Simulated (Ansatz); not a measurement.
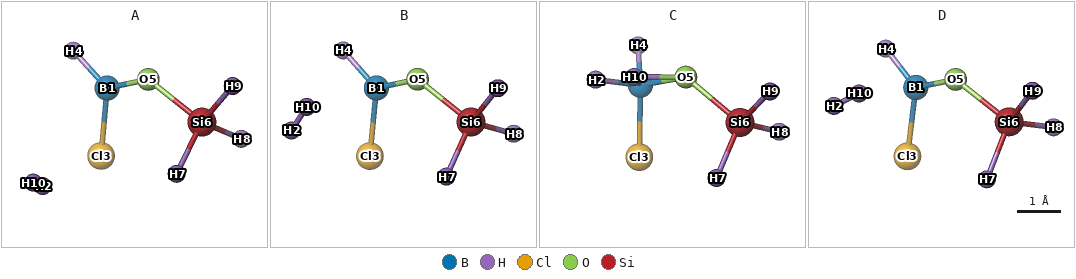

4 geometries from a converged minimum-energy path of BSiH$_{6}$OCl, shuffled. A ball-and-stick model, seen from a free direction.

Theory: Ansatz 0.2.0, RKS BLYP-D4/def2-SVP. Run with 7 movable images; climbing image; force threshold 0.03 eV/Å; iteration limit 60; starting path through a guess of the saddle point.

> Which of them lies highest in energy?

C. In order along the path, whose images run from 0 to 8: C (image 3, +0.90 eV), D (image 5, −0.87 eV), B (image 6, −0.95 eV), A (image 8, −0.96 eV). Breaking: B1–H2 (1.22 → 1.38 at the top → 3.26 Å), O5–H10 (0.98 → 1.25 at the top → 3.94 Å). Forming: H2–H10 (2.53 → 1.06 at the top → 0.77 Å).

The run took 6.8 min on 2 threads of Arm Neoverse V1 (shared host), peak memory 0.13 GiB.
